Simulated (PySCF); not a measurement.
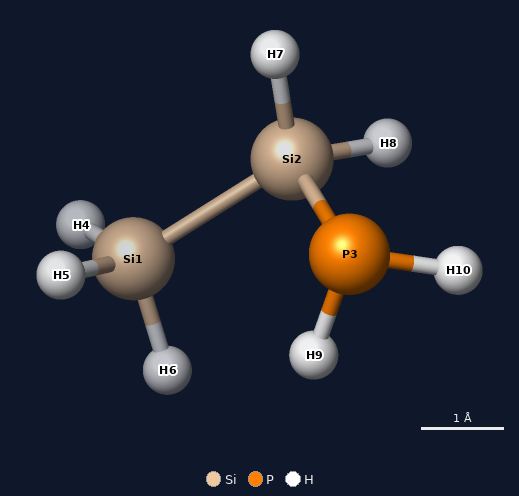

Figure 1. The structure as given in the input (ball-and-stick view, seen at a tilt; atoms are numbered from 1 in the order of the input).

## What a change does: NMR shielding calculation on Si₂PH₇

System: Si₂PH₇.
Method of run 1: GIAO PBE0/pcSseg-1 NMR shielding, non-relativistic, gas phase (PySCF 2.14.0).

The geometry comes from this level: GFN2-xTB, MD frame at 250 fs, 400 K. Text and figures count atoms from 1; the logs count them from 0 in places.

Input file, run 1:
```
{"job": {"kind": "nmr", "xc": "PBE0", "basis": "pcSseg-1", "pop": false}, "charge": 0, "multiplicity": 1}
Si    -1.803300    -0.320700     0.209700
Si     0.195800     0.900200    -0.260500
P      1.692200    -0.253300     0.800300
H     -2.984700     0.088600    -0.454100
H     -1.934500    -0.511800     1.667100
H     -1.679300    -1.688600    -0.368400
H      0.447800     2.187000     0.526600
H      0.755600     1.089700    -1.563500
H      1.008300    -1.489800     0.537800
H      2.592700    -0.454500    -0.262300
```

The first line tells a small driver script what to run in PySCF; the rest is the geometry in Å.

Launched with:
```bash
OMP_NUM_THREADS=1 python <driver script> task.json out
```

Hardware: 1 CPU thread, shared host.

Output (run 1):
```
coarse grid: 9216 points
cycle   1  E = -924.0704266718  dE = -1.307e-01  |g| = 1.651e-01  |ddm| = 2.714e+00
cycle   2  E = -924.0732246870  dE = -2.798e-03  |g| = 1.359e-01  |ddm| = 4.777e-01
cycle   3  E = -924.0791823786  dE = -5.958e-03  |g| = 2.271e-02  |ddm| = 2.531e-01
cycle   4  E = -924.0793042402  dE = -1.219e-04  |g| = 2.838e-03  |ddm| = 3.321e-02
cycle   5  E = -924.0793066040  dE = -2.364e-06  |g| = 1.206e-03  |ddm| = 6.935e-03
final grid: 73384 points
cycle   6  E = -924.0954421452  dE = -9.243e-06  |g| = 2.257e-03  |ddm| = 1.690e-02
cycle   7  E = -924.0954423761  dE = -2.309e-07  |g| = 1.911e-03  |ddm| = 5.767e-03
cycle   8  E = -924.0954433726  dE = -9.965e-07  |g| = 1.606e-04  |ddm| = 3.050e-03
cycle   9  E = -924.0954433797  dE = -7.057e-09  |g| = 3.246e-05  |ddm| = 3.038e-04
cycle  10  E = -924.0954433801  dE = -3.956e-10  |g| = 8.393e-06  |ddm| = 7.188e-05
converged SCF energy = -924.0954433801

GIAO shielding tensors (ppm)
atom      isotropic    diamagn.    paramagn.     s11        s22        s33       span
  0 Si     449.708     879.799    -430.091    408.716    444.888    495.521     86.805
  1 Si     457.185     880.619    -423.433    436.977    459.666    474.913     37.936
  2 P      620.558     967.630    -347.072    540.244    610.625    710.803    170.559
  3 H       28.508      29.357      -0.849     24.648     25.674     35.202     10.554
  4 H       27.857      28.796      -0.939     24.490     26.084     32.996      8.507
  5 H       27.911      29.289      -1.378     24.590     26.493     32.650      8.060
  6 H       26.801      28.246      -1.444     22.370     25.352     32.682     10.312
  7 H       27.612      29.911      -2.300     23.012     26.010     33.812     10.801
  8 H       29.785      30.273      -0.489     23.503     29.569     36.282     12.779
  9 H       29.733      30.101      -0.368     24.455     26.733     38.010     13.554
```

The input of run 2 differs as follows (lines with − go, lines with + come):
```diff
-Si    -1.803300    -0.320700     0.209700
-Si     0.195800     0.900200    -0.260500
-P      1.692200    -0.253300     0.800300
-H     -2.984700     0.088600    -0.454100
-H     -1.934500    -0.511800     1.667100
-H     -1.679300    -1.688600    -0.368400
-H      0.447800     2.187000     0.526600
-H      0.755600     1.089700    -1.563500
-H      1.008300    -1.489800     0.537800
-H      2.592700    -0.454500    -0.262300
+Si    -1.480900    -1.042200     0.440900
+Si    -0.047600     0.654800     0.054000
+P      2.078400     0.336200     0.836700
+H     -1.301300    -1.300700     1.895600
+H     -1.505500    -2.389100    -0.372300
+H     -2.934500    -0.575500     0.544100
+H     -0.414100     1.823900     0.831100
+H     -0.082700     1.166700    -1.307500
+H      2.648700    -0.593900    -0.096700
+H      2.568100     1.430400     0.077600
```

What does this change do to the results?

With the same method and basis, run 2 lies 5.7 kcal/mol lower. The HOMO goes from −7.28 to −7.55 eV. The LUMO goes from −0.47 to −0.63 eV. The dipole moment goes from 1.55 to 1.29 D. Of all shieldings, the largest change is that of P3, by −25.7 ppm. The number of SCF iterations is the same.

Output (run 2):
```
coarse grid: 9216 points
cycle   1  E = -924.0808232447  dE = -2.117e-01  |g| = 1.541e-01  |ddm| = 2.679e+00
cycle   2  E = -924.0838144160  dE = -2.991e-03  |g| = 1.135e-01  |ddm| = 3.820e-01
cycle   3  E = -924.0878908153  dE = -4.076e-03  |g| = 2.504e-02  |ddm| = 2.088e-01
cycle   4  E = -924.0880727988  dE = -1.820e-04  |g| = 3.777e-03  |ddm| = 4.104e-02
cycle   5  E = -924.0880774740  dE = -4.675e-06  |g| = 1.547e-03  |ddm| = 9.807e-03
final grid: 73384 points
cycle   6  E = -924.1045409948  dE = -8.382e-06  |g| = 1.999e-03  |ddm| = 1.351e-02
cycle   7  E = -924.1045412448  dE = -2.500e-07  |g| = 1.598e-03  |ddm| = 5.290e-03
cycle   8  E = -924.1045420510  dE = -8.062e-07  |g| = 1.651e-04  |ddm| = 2.683e-03
cycle   9  E = -924.1045420592  dE = -8.217e-09  |g| = 3.181e-05  |ddm| = 2.975e-04
cycle  10  E = -924.1045420596  dE = -3.843e-10  |g| = 1.056e-05  |ddm| = 7.350e-05
converged SCF energy = -924.1045420596

GIAO shielding tensors (ppm)
atom      isotropic    diamagn.    paramagn.     s11        s22        s33       span
  0 Si     462.775     878.865    -416.090    431.632    459.381    497.313     65.681
  1 Si     440.641     880.903    -440.262    408.085    433.484    480.354     72.270
  2 P      594.841     966.184    -371.343    524.822    584.291    675.411    150.589
  3 H       27.699      28.247      -0.548     24.153     26.196     32.749      8.596
  4 H       26.720      26.694       0.025     23.547     24.506     32.107      8.560
  5 H       27.097      27.315      -0.218     23.789     24.743     32.759      8.970
  6 H       28.040      29.984      -1.944     24.136     26.371     33.614      9.478
  7 H       27.703      30.043      -2.340     23.260     25.974     33.875     10.615
  8 H       29.512      29.142       0.371     24.578     26.451     37.507     12.929
  9 H       29.374      28.788       0.586     24.000     26.680     37.442     13.442
```

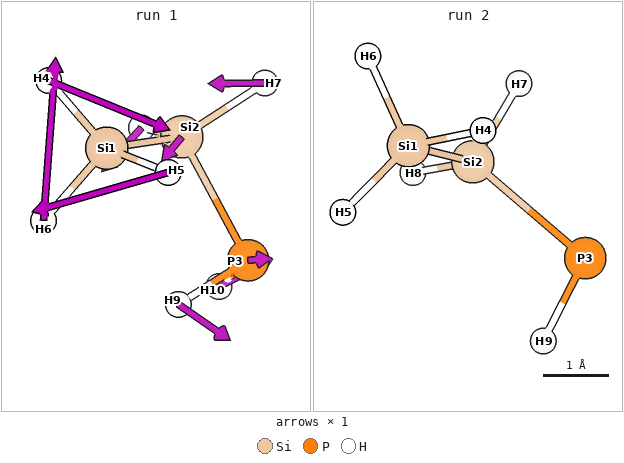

Figure 2. The two input geometries at one scale (ball-and-stick view, seen at a tilt). The pink arrows on the first give the shifts of the atoms after the best rigid fit, at true length. H6 moves most after the best rigid fit: 2.56 Å. By element the largest moves are H 2.56 Å, Si 0.51 Å, P 0.41 Å. Among the contacts that change: Si1–Si2 2.389 → 2.255 Å, Si2–P3 2.167 → 2.288 Å, Si1–H5 1.476 → 1.574 Å, Si2–H7 1.529 → 1.451 Å.

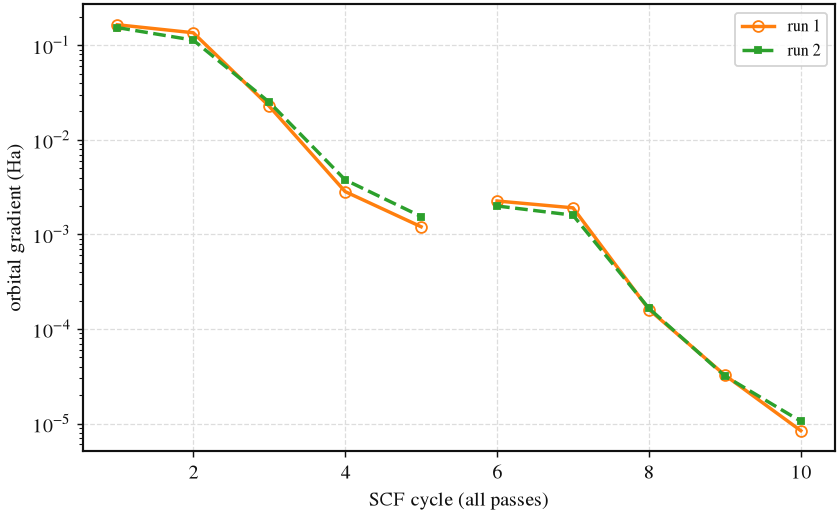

Figure 3. Convergence of the two runs: orbital gradient against the SCF cycle. A break in a curve parts two SCF passes (coarse and final grid). Run 1 takes 10 cycles in all, and run 2 takes 10.

The two runs side by side:

```csv
quantity,run 1,run 2
outcome,converged,converged
total energy (hartree),−924.095443,−924.104542
HOMO (eV),−7.28,−7.55
LUMO (eV),−0.47,−0.63
dipole moment (D),1.55,1.29
shielding of Si1 (ppm),449.7,462.8
shielding of Si2 (ppm),457.2,440.6
shielding of P3 (ppm),620.6,594.8
shielding of H4 (ppm),28.5,27.7
shielding of H5 (ppm),27.9,26.7
shielding of H6 (ppm),27.9,27.1
shielding of H7 (ppm),26.8,28.0
SCF iterations,10,10
basis functions,107,107
wall time (shared host),11 s,11 s
```
